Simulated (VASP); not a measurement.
Band structure of IrO2 (rutile). These are PW91 GGA, VASP's PBE PAW potentials (set 64) (plane waves; VASP 6.6.1) values and carry that method's errors.

Unless said otherwise, spin-orbit coupling is left out, though it shifts the bands of the heavy elements here.

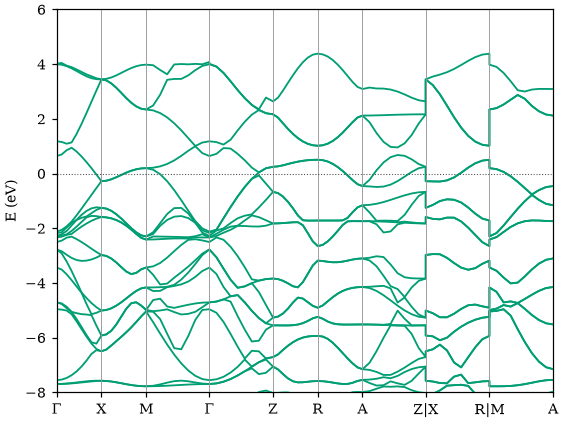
Fig. 1. Bands along high-symmetry lines, zero at the valence-band maximum or, without a gap, the Fermi level

Q: Read the plot: is there a gap, and where are the band edges?

A: It has no gap at this level: it comes out as a metal or semimetal. (Edges off the drawn lines would not show.)

The compound is IrO2 in the rutile structure. It was relaxed first.
